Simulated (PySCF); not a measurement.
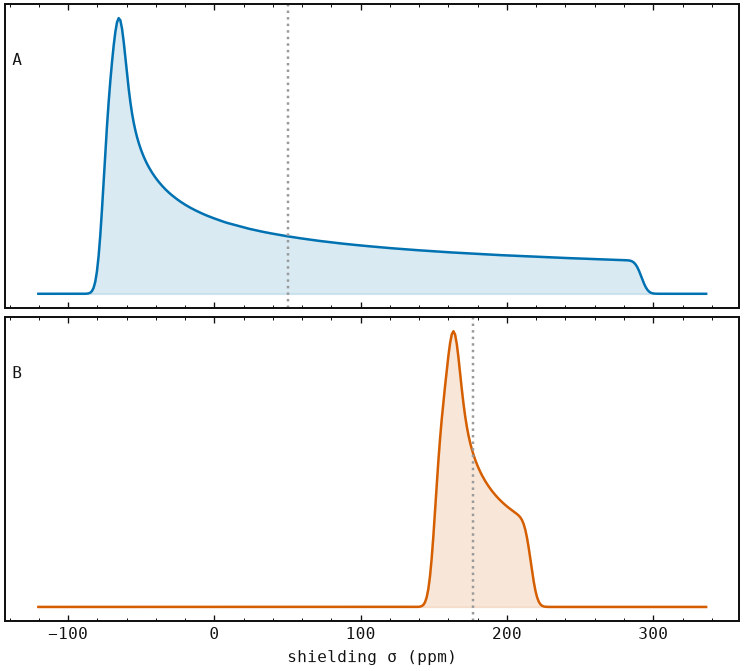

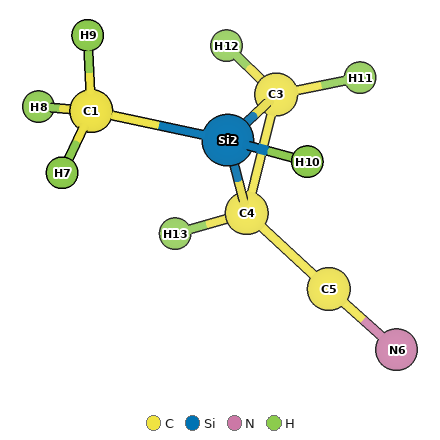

Static powder patterns (¹³C) from GIAO shielding tensors of C₄H₇NSi, SMILES C[Si@@H]1C[C@H]1C#N, WP04/pcSseg-1 with PySCF 2.14.0, at a PBE0-D3(BJ)/def2-SVP geometry (no frequency check); absolute shielding, one fixed geometry of the isolated molecule without any motion, no dipolar terms. The dotted line is the isotropic value; skew is 3(σiso − σ22)/span.

The panels belong to C4 and C5. Which is which?

Answer. panel A: C5, σ11, σ22, σ33 = −76, −65, 292 ppm, isotropic 50, span 368 ppm, skew 0.94; panel B: C4, σ11, σ22, σ33 = 151, 164, 216 ppm, isotropic 177, span 66 ppm, skew 0.60.
